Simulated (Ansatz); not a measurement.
# Molecular dynamics, with input and output: WH$_{2}$Cl$_{3}$F$_{3}$ (part 1 of 5)

The run: molecular dynamics of WH$_{2}$Cl$_{3}$F$_{3}$. Method and program: RKS BHLYP-D4/def2-SVP (Ansatz 0.2.0).

It belongs to a series of runs on one base structure; here: dynamics from the highest image of the converged band. Figures and captions count atoms from 1; the log counts them from 0 in places.

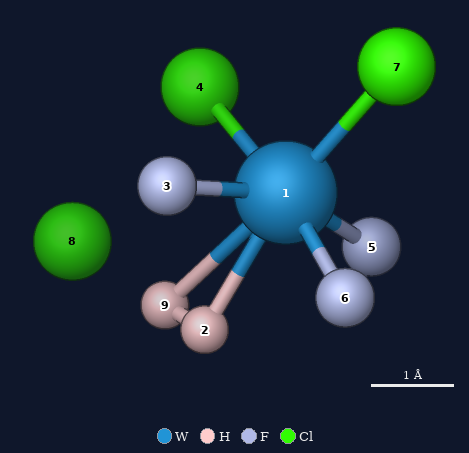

Fig. 1: The starting structure (ball-and-stick view, seen at a tilt; atoms are numbered from 1 in the order of the input). Sticks mark near contacts. Bond lengths as drawn: Cl–W 2.22 to 2.25 Å, F–W 1.83 to 1.87 Å, H–H 0.82 Å and H–W 2.02 to 2.30 Å.

Input
```yaml
crystal:
  periodic: [false, false, false]
  atoms:
    - { symbol: W, position_ang: [0.118269, -0.046657, -0.282927] }
    - { symbol: H, position_ang: [0.449166, -0.00979, 1.705302] }
    - { symbol: F, position_ang: [1.926412, -0.28781, -0.20292] }
    - { symbol: Cl, position_ang: [0.425788, 2.137293, -0.567277] }
    - { symbol: F, position_ang: [-1.557337, 0.276953, 0.36637] }
    - { symbol: F, position_ang: [-0.089731, -1.834287, 0.218463] }
    - { symbol: Cl, position_ang: [-0.323617, -0.62338, -2.416115] }
    - { symbol: Cl, position_ang: [0.936191, 2.718847, 1.97699] }
    - { symbol: H, position_ang: [0.595954, 0.79343, 1.806214] }
basis:
  gaussian: { orbitals: def2-SVP }
hamiltonian:
  xc: { name: BHLYP }
  dispersion: d4
md:
  timestep: 0.5
  n_steps: 131
  ensemble: nve
  temperature: 300.0
  initial_velocities: maxwell_boltzmann
  seed: 10908
```

Run on 4 threads of AMD EPYC (Zen 3), 24 GiB of memory available, shared host.

Run as:
```bash
ansatz run input.yaml --threads 4 --pin off --max-ram 5120MiB --backend cpu --events-out ev --progress --plain --runs-dir out
```

Log
```
Engine: ansatz 0.2.0, x86_64-unknown-linux-gnu
Functional definition: BHLYP
  parameter a = 0.5
  exchange = (1 - a)*b88_x + a*exact_x
  correlation = lyp_c
1391 factors; integrals over basis functions are off by at most 2.9e-4 eV
mean field evaluation 1: about -47540.1641 eV, gradient 7.7e1 eV
mean field evaluation 2: about -47240.2393 eV, gradient 2.7e2 eV
mean field evaluation 4: about -47552.9796 eV, gradient 1.3e1 eV
mean field evaluation 8: about -47553.8224 eV, gradient 6.3e-1 eV
mean field evaluation 16: about -47554.0594 eV, gradient 1.7e-2 eV
mean field -47554.05936146 eV, -1747.5794482346 hartree, gradient 5.2e-5 eV, S^2 0.000000; 0 other end points of the search recorded, 0 dependent functions left out
the calculation of the forces begins
reference -47554.05958211 eV, -1747.5794563434 hartree; 47, 47 occupied and 91, 91 virtual orbitals, 1391 factors
md step     0: t =     0.00 fs  T =   300.0 K  F+E_penalty+E_count = -47554.53422105 eV  E_kin = 0.271446 eV  conserved = -47554.26277505 eV  (42 SCF iters)
these checks for a lower state are left out or cut short: starts, cluster_reference, orbital_swaps, neighbouring_geometries, increment
1391 factors; integrals over basis functions are off by at most 2.9e-4 eV
mean field evaluation 32: about -47554.0561 eV, gradient 1.6e-5 eV
mean field -47554.05612009 eV, -1747.5793291164 hartree, gradient 3.2e-5 eV, S^2 0.000000; 0 other end points of the search recorded, 0 dependent functions left out
the calculation of the forces begins
reference -47554.05634074 eV, -1747.5793372250 hartree; 47, 47 occupied and 91, 91 virtual orbitals, 1391 factors
md step     1: t =     0.50 fs  T =   296.2 K  F+E_penalty+E_count = -47554.53075726 eV  E_kin = 0.268000 eV  conserved = -47554.26275751 eV  (48 SCF iters, 11 dispersion substeps)
[... from here on the SCF iterations and repeated set-up lines of each step are left out, up to the last step ...]
md step     2: t =     1.00 fs  T =   285.6 K  F+E_penalty+E_count = -47554.52103364 eV  E_kin = 0.258459 eV  conserved = -47554.26257464 eV  (46 SCF iters, 11 dispersion substeps)
md step     3: t =     1.50 fs  T =   271.6 K  F+E_penalty+E_count = -47554.50801434 eV  E_kin = 0.245741 eV  conserved = -47554.26227330 eV  (46 SCF iters, 11 dispersion substeps)
md step     4: t =     2.00 fs  T =   259.0 K  F+E_penalty+E_count = -47554.49638433 eV  E_kin = 0.234378 eV  conserved = -47554.26200647 eV  (46 SCF iters, 11 dispersion substeps)
md step     5: t =     2.50 fs  T =   252.3 K  F+E_penalty+E_count = -47554.49020752 eV  E_kin = 0.228266 eV  conserved = -47554.26194113 eV  (50 SCF iters, 11 dispersion substeps)
md step     6: t =     3.00 fs  T =   252.4 K  F+E_penalty+E_count = -47554.49047990 eV  E_kin = 0.228365 eV  conserved = -47554.26211536 eV  (48 SCF iters, 11 dispersion substeps)
md step     7: t =     3.50 fs  T =   256.6 K  F+E_penalty+E_count = -47554.49457368 eV  E_kin = 0.232171 eV  conserved = -47554.26240252 eV  (49 SCF iters, 11 dispersion substeps)
md step     8: t =     4.00 fs  T =   260.2 K  F+E_penalty+E_count = -47554.49806370 eV  E_kin = 0.235436 eV  conserved = -47554.26262752 eV  (50 SCF iters, 11 dispersion substeps)
md step     9: t =     4.50 fs  T =   259.3 K  F+E_penalty+E_count = -47554.49732844 eV  E_kin = 0.234632 eV  conserved = -47554.26269615 eV  (50 SCF iters, 11 dispersion substeps)
md step    10: t =     5.00 fs  T =   252.5 K  F+E_penalty+E_count = -47554.49106448 eV  E_kin = 0.228441 eV  conserved = -47554.26262332 eV  (50 SCF iters, 11 dispersion substeps)
md step    11: t =     5.50 fs  T =   240.6 K  F+E_penalty+E_count = -47554.48022075 eV  E_kin = 0.217743 eV  conserved = -47554.26247782 eV  (50 SCF iters, 11 dispersion substeps)
md step    12: t =     6.00 fs  T =   226.2 K  F+E_penalty+E_count = -47554.46699175 eV  E_kin = 0.204664 eV  conserved = -47554.26232751 eV  (49 SCF iters, 11 dispersion substeps)
md step    13: t =     6.50 fs  T =   211.6 K  F+E_penalty+E_count = -47554.45365080 eV  E_kin = 0.191441 eV  conserved = -47554.26221023 eV  (50 SCF iters, 11 dispersion substeps)
md step    14: t =     7.00 fs  T =   198.6 K  F+E_penalty+E_count = -47554.44183286 eV  E_kin = 0.179699 eV  conserved = -47554.26213379 eV  (49 SCF iters, 11 dispersion substeps)
md step    15: t =     7.50 fs  T =   188.3 K  F+E_penalty+E_count = -47554.43247587 eV  E_kin = 0.170383 eV  conserved = -47554.26209327 eV  (50 SCF iters, 11 dispersion substeps)
md step    16: t =     8.00 fs  T =   181.2 K  F+E_penalty+E_count = -47554.42603869 eV  E_kin = 0.163955 eV  conserved = -47554.26208339 eV  (50 SCF iters, 11 dispersion substeps)
md step    17: t =     8.50 fs  T =   177.4 K  F+E_penalty+E_count = -47554.42261923 eV  E_kin = 0.160520 eV  conserved = -47554.26209938 eV  (66 SCF iters, 11 dispersion substeps)
md step    18: t =     9.00 fs  T =   176.7 K  F+E_penalty+E_count = -47554.42198267 eV  E_kin = 0.159846 eV  conserved = -47554.26213715 eV  (50 SCF iters, 11 dispersion substeps)
md step    19: t =     9.50 fs  T =   178.4 K  F+E_penalty+E_count = -47554.42359763 eV  E_kin = 0.161406 eV  conserved = -47554.26219179 eV  (50 SCF iters, 11 dispersion substeps)
md step    20: t =    10.00 fs  T =   181.7 K  F+E_penalty+E_count = -47554.42670590 eV  E_kin = 0.164448 eV  conserved = -47554.26225814 eV  (50 SCF iters, 11 dispersion substeps)
md step    21: t =    10.50 fs  T =   185.7 K  F+E_penalty+E_count = -47554.43038789 eV  E_kin = 0.168057 eV  conserved = -47554.26233041 eV  (49 SCF iters, 11 dispersion substeps)
md step    22: t =    11.00 fs  T =   189.2 K  F+E_penalty+E_count = -47554.43360275 eV  E_kin = 0.171203 eV  conserved = -47554.26239982 eV  (50 SCF iters, 11 dispersion substeps)
md step    23: t =    11.50 fs  T =   191.0 K  F+E_penalty+E_count = -47554.43527521 eV  E_kin = 0.172824 eV  conserved = -47554.26245157 eV  (50 SCF iters, 11 dispersion substeps)
md step    24: t =    12.00 fs  T =   190.2 K  F+E_penalty+E_count = -47554.43453556 eV  E_kin = 0.172069 eV  conserved = -47554.26246677 eV  (49 SCF iters, 11 dispersion substeps)
md step    25: t =    12.50 fs  T =   186.4 K  F+E_penalty+E_count = -47554.43106844 eV  E_kin = 0.168638 eV  conserved = -47554.26243068 eV  (49 SCF iters, 11 dispersion substeps)
md step    26: t =    13.00 fs  T =   180.2 K  F+E_penalty+E_count = -47554.42537437 eV  E_kin = 0.163030 eV  conserved = -47554.26234446 eV  (48 SCF iters, 11 dispersion substeps)
md step    27: t =    13.50 fs  T =   173.0 K  F+E_penalty+E_count = -47554.41875019 eV  E_kin = 0.156519 eV  conserved = -47554.26223092 eV  (49 SCF iters, 11 dispersion substeps)
md step    28: t =    14.00 fs  T =   166.6 K  F+E_penalty+E_count = -47554.41291563 eV  E_kin = 0.150784 eV  conserved = -47554.26213135 eV  (48 SCF iters, 11 dispersion substeps)
md step    29: t =    14.50 fs  T =   162.8 K  F+E_penalty+E_count = -47554.40938597 eV  E_kin = 0.147302 eV  conserved = -47554.26208403 eV  (48 SCF iters, 11 dispersion substeps)
md step    30: t =    15.00 fs  T =   162.2 K  F+E_penalty+E_count = -47554.40889514 eV  E_kin = 0.146793 eV  conserved = -47554.26210207 eV  (51 SCF iters, 11 dispersion substeps)
md step    31: t =    15.50 fs  T =   164.7 K  F+E_penalty+E_count = -47554.41119210 eV  E_kin = 0.149026 eV  conserved = -47554.26216607 eV  (50 SCF iters, 11 dispersion substeps)
md step    32: t =    16.00 fs  T =   169.2 K  F+E_penalty+E_count = -47554.41531518 eV  E_kin = 0.153076 eV  conserved = -47554.26223890 eV  (50 SCF iters, 11 dispersion substeps)
md step    33: t =    16.50 fs  T =   174.5 K  F+E_penalty+E_count = -47554.42014329 eV  E_kin = 0.157855 eV  conserved = -47554.26228830 eV  (50 SCF iters, 11 dispersion substeps)
md step    34: t =    17.00 fs  T =   179.7 K  F+E_penalty+E_count = -47554.42490177 eV  E_kin = 0.162601 eV  conserved = -47554.26230042 eV  (50 SCF iters, 11 dispersion substeps)
md step    35: t =    17.50 fs  T =   184.7 K  F+E_penalty+E_count = -47554.42940659 eV  E_kin = 0.167127 eV  conserved = -47554.26227933 eV  (50 SCF iters, 11 dispersion substeps)
md step    36: t =    18.00 fs  T =   189.8 K  F+E_penalty+E_count = -47554.43398107 eV  E_kin = 0.171745 eV  conserved = -47554.26223631 eV  (51 SCF iters, 11 dispersion substeps)
md step    37: t =    18.50 fs  T =   195.5 K  F+E_penalty+E_count = -47554.43910350 eV  E_kin = 0.176923 eV  conserved = -47554.26218004 eV  (51 SCF iters, 11 dispersion substeps)
md step    38: t =    19.00 fs  T =   202.3 K  F+E_penalty+E_count = -47554.44511305 eV  E_kin = 0.183000 eV  conserved = -47554.26211277 eV  (50 SCF iters, 11 dispersion substeps)
md step    39: t =    19.50 fs  T =   210.4 K  F+E_penalty+E_count = -47554.45239288 eV  E_kin = 0.190359 eV  conserved = -47554.26203404 eV  (49 SCF iters, 11 dispersion substeps)
md step    40: t =    20.00 fs  T =   220.8 K  F+E_penalty+E_count = -47554.46173249 eV  E_kin = 0.199789 eV  conserved = -47554.26194334 eV  (50 SCF iters, 11 dispersion substeps)
md step    41: t =    20.50 fs  T =   234.9 K  F+E_penalty+E_count = -47554.47439859 eV  E_kin = 0.212561 eV  conserved = -47554.26183727 eV  (50 SCF iters, 11 dispersion substeps)
md step    42: t =    21.00 fs  T =   254.6 K  F+E_penalty+E_count = -47554.49211776 eV  E_kin = 0.230409 eV  conserved = -47554.26170827 eV  (48 SCF iters, 11 dispersion substeps)
md step    43: t =    21.50 fs  T =   282.5 K  F+E_penalty+E_count = -47554.51717816 eV  E_kin = 0.255631 eV  conserved = -47554.26154669 eV  (49 SCF iters, 11 dispersion substeps)
md step    44: t =    22.00 fs  T =   321.8 K  F+E_penalty+E_count = -47554.55252736 eV  E_kin = 0.291181 eV  conserved = -47554.26134678 eV  (63 SCF iters, 11 dispersion substeps)
md step    45: t =    22.50 fs  T =   376.4 K  F+E_penalty+E_count = -47554.60172479 eV  E_kin = 0.340606 eV  conserved = -47554.26111873 eV  (47 SCF iters, 11 dispersion substeps)
md step    46: t =    23.00 fs  T =   450.7 K  F+E_penalty+E_count = -47554.66873205 eV  E_kin = 0.407829 eV  conserved = -47554.26090317 eV  (45 SCF iters, 11 dispersion substeps)
md step    47: t =    23.50 fs  T =   548.8 K  F+E_penalty+E_count = -47554.75740354 eV  E_kin = 0.496602 eV  conserved = -47554.26080130 eV  (44 SCF iters, 11 dispersion substeps)
md step    48: t =    24.00 fs  T =   673.2 K  F+E_penalty+E_count = -47554.87017701 eV  E_kin = 0.609161 eV  conserved = -47554.26101629 eV  (43 SCF iters, 13 dispersion substeps)
md step    49: t =    24.50 fs  T =   821.6 K  F+E_penalty+E_count = -47555.00527843 eV  E_kin = 0.743382 eV  conserved = -47554.26189630 eV  (42 SCF iters, 13 dispersion substeps)
md step    50: t =    25.00 fs  T =   981.4 K  F+E_penalty+E_count = -47555.15188308 eV  E_kin = 0.887953 eV  conserved = -47554.26393027 eV  (43 SCF iters, 15 dispersion substeps)
md step    51: t =    25.50 fs  T =  1123.0 K  F+E_penalty+E_count = -47555.28363273 eV  E_kin = 1.016096 eV  conserved = -47554.26753671 eV  (43 SCF iters, 15 dispersion substeps)
md step    52: t =    26.00 fs  T =  1195.5 K  F+E_penalty+E_count = -47555.35410817 eV  E_kin = 1.081706 eV  conserved = -47554.27240206 eV  (43 SCF iters, 17 dispersion substeps)
md step    53: t =    26.50 fs  T =  1136.4 K  F+E_penalty+E_count = -47555.30447600 eV  E_kin = 1.028214 eV  conserved = -47554.27626224 eV  (42 SCF iters, 17 dispersion substeps)
md step    54: t =    27.00 fs  T =   912.3 K  F+E_penalty+E_count = -47555.09988632 eV  E_kin = 0.825512 eV  conserved = -47554.27437418 eV  (41 SCF iters, 17 dispersion substeps)
md step    55: t =    27.50 fs  T =   588.2 K  F+E_penalty+E_count = -47554.79588498 eV  E_kin = 0.532203 eV  conserved = -47554.26368186 eV  (42 SCF iters, 17 dispersion substeps)
md step    56: t =    28.00 fs  T =   349.2 K  F+E_penalty+E_count = -47554.56778377 eV  E_kin = 0.315950 eV  conserved = -47554.25183381 eV  (41 SCF iters, 17 dispersion substeps)
md step    57: t =    28.50 fs  T =   373.1 K  F+E_penalty+E_count = -47554.59051756 eV  E_kin = 0.337596 eV  conserved = -47554.25292164 eV  (40 SCF iters, 17 dispersion substeps)
md step    58: t =    29.00 fs  T =   644.4 K  F+E_penalty+E_count = -47554.84868403 eV  E_kin = 0.583087 eV  conserved = -47554.26559749 eV  (40 SCF iters, 17 dispersion substeps)
md step    59: t =    29.50 fs  T =   971.2 K  F+E_penalty+E_count = -47555.15421742 eV  E_kin = 0.878777 eV  conserved = -47554.27544025 eV  (40 SCF iters, 17 dispersion substeps)
md step    60: t =    30.00 fs  T =  1178.9 K  F+E_penalty+E_count = -47555.34310800 eV  E_kin = 1.066668 eV  conserved = -47554.27643989 eV  (40 SCF iters, 17 dispersion substeps)
md step    61: t =    30.50 fs  T =  1218.5 K  F+E_penalty+E_count = -47555.37482408 eV  E_kin = 1.102548 eV  conserved = -47554.27227635 eV  (40 SCF iters, 17 dispersion substeps)
md step    62: t =    31.00 fs  T =  1133.0 K  F+E_penalty+E_count = -47555.29254468 eV  E_kin = 1.025132 eV  conserved = -47554.26741274 eV  (41 SCF iters, 17 dispersion substeps)
md step    63: t =    31.50 fs  T =   989.4 K  F+E_penalty+E_count = -47555.15906674 eV  E_kin = 0.895213 eV  conserved = -47554.26385339 eV  (41 SCF iters, 17 dispersion substeps)
md step    64: t =    32.00 fs  T =   841.7 K  F+E_penalty+E_count = -47555.02347699 eV  E_kin = 0.761591 eV  conserved = -47554.26188603 eV  (42 SCF iters, 17 dispersion substeps)
md step    65: t =    32.50 fs  T =   721.2 K  F+E_penalty+E_count = -47554.91370043 eV  E_kin = 0.652554 eV  conserved = -47554.26114607 eV  (42 SCF iters, 17 dispersion substeps)
md step    66: t =    33.00 fs  T =   640.0 K  F+E_penalty+E_count = -47554.84022723 eV  E_kin = 0.579081 eV  conserved = -47554.26114643 eV  (42 SCF iters, 17 dispersion substeps)
md step    67: t =    33.50 fs  T =   598.1 K  F+E_penalty+E_count = -47554.80262630 eV  E_kin = 0.541156 eV  conserved = -47554.26147072 eV  (41 SCF iters, 17 dispersion substeps)
md step    68: t =    34.00 fs  T =   589.8 K  F+E_penalty+E_count = -47554.79549477 eV  E_kin = 0.533665 eV  conserved = -47554.26183012 eV  (41 SCF iters, 17 dispersion substeps)
md step    69: t =    34.50 fs  T =   608.6 K  F+E_penalty+E_count = -47554.81276445 eV  E_kin = 0.550700 eV  conserved = -47554.26206463 eV  (41 SCF iters, 17 dispersion substeps)
md step    70: t =    35.00 fs  T =   649.9 K  F+E_penalty+E_count = -47554.85020462 eV  E_kin = 0.588084 eV  conserved = -47554.26212092 eV  (40 SCF iters, 17 dispersion substeps)
md step    71: t =    35.50 fs  T =   712.1 K  F+E_penalty+E_count = -47554.90632222 eV  E_kin = 0.644291 eV  conserved = -47554.26203102 eV  (41 SCF iters, 17 dispersion substeps)
md step    72: t =    36.00 fs  T =   795.8 K  F+E_penalty+E_count = -47554.98193821 eV  E_kin = 0.720039 eV  conserved = -47554.26189944 eV  (41 SCF iters, 17 dispersion substeps)
md step    73: t =    36.50 fs  T =   902.6 K  F+E_penalty+E_count = -47555.07863700 eV  E_kin = 0.816726 eV  conserved = -47554.26191052 eV  (42 SCF iters, 17 dispersion substeps)
md step    74: t =    37.00 fs  T =  1032.0 K  F+E_penalty+E_count = -47555.19607314 eV  E_kin = 0.933730 eV  conserved = -47554.26234265 eV  (42 SCF iters, 17 dispersion substeps)
md step    75: t =    37.50 fs  T =  1176.4 K  F+E_penalty+E_count = -47555.32799550 eV  E_kin = 1.064426 eV  conserved = -47554.26356966 eV  (54 SCF iters, 17 dispersion substeps)
md step    76: t =    38.00 fs  T =  1316.5 K  F+E_penalty+E_count = -47555.45714922 eV  E_kin = 1.191180 eV  conserved = -47554.26596901 eV  (42 SCF iters, 17 dispersion substeps)
md step    77: t =    38.50 fs  T =  1415.9 K  F+E_penalty+E_count = -47555.55070908 eV  E_kin = 1.281116 eV  conserved = -47554.26959300 eV  (43 SCF iters, 17 dispersion substeps)
md step    78: t =    39.00 fs  T =  1423.6 K  F+E_penalty+E_count = -47555.56153519 eV  E_kin = 1.288107 eV  conserved = -47554.27342834 eV  (43 SCF iters, 17 dispersion substeps)
md step    79: t =    39.50 fs  T =  1294.8 K  F+E_penalty+E_count = -47555.44608248 eV  E_kin = 1.171577 eV  conserved = -47554.27450525 eV  (43 SCF iters, 17 dispersion substeps)
md step    80: t =    40.00 fs  T =  1039.2 K  F+E_penalty+E_count = -47555.20913591 eV  E_kin = 0.940278 eV  conserved = -47554.26885787 eV  (43 SCF iters, 17 dispersion substeps)
md step    81: t =    40.50 fs  T =   770.6 K  F+E_penalty+E_count = -47554.95463459 eV  E_kin = 0.697270 eV  conserved = -47554.25736410 eV  (42 SCF iters, 17 dispersion substeps)
md step    82: t =    41.00 fs  T =   673.0 K  F+E_penalty+E_count = -47554.85948620 eV  E_kin = 0.608945 eV  conserved = -47554.25054095 eV  (42 SCF iters, 17 dispersion substeps)
md step    83: t =    41.50 fs  T =   846.4 K  F+E_penalty+E_count = -47555.02255420 eV  E_kin = 0.765820 eV  conserved = -47554.25673387 eV  (42 SCF iters, 17 dispersion substeps)
md step    84: t =    42.00 fs  T =  1199.5 K  F+E_penalty+E_count = -47555.35398209 eV  E_kin = 1.085377 eV  conserved = -47554.26860540 eV  (40 SCF iters, 17 dispersion substeps)
md step    85: t =    42.50 fs  T =  1544.0 K  F+E_penalty+E_count = -47555.67226480 eV  E_kin = 1.397066 eV  conserved = -47554.27519892 eV  (40 SCF iters, 17 dispersion substeps)
md step    86: t =    43.00 fs  T =  1752.1 K  F+E_penalty+E_count = -47555.86024372 eV  E_kin = 1.585305 eV  conserved = -47554.27493881 eV  (40 SCF iters, 17 dispersion substeps)
md step    87: t =    43.50 fs  T =  1801.2 K  F+E_penalty+E_count = -47555.90134657 eV  E_kin = 1.629745 eV  conserved = -47554.27160129 eV  (40 SCF iters, 19 dispersion substeps)
md step    88: t =    44.00 fs  T =  1728.8 K  F+E_penalty+E_count = -47555.83240083 eV  E_kin = 1.564209 eV  conserved = -47554.26819176 eV  (40 SCF iters, 19 dispersion substeps)
md step    89: t =    44.50 fs  T =  1583.7 K  F+E_penalty+E_count = -47555.69868422 eV  E_kin = 1.432938 eV  conserved = -47554.26574589 eV  (40 SCF iters, 19 dispersion substeps)
```
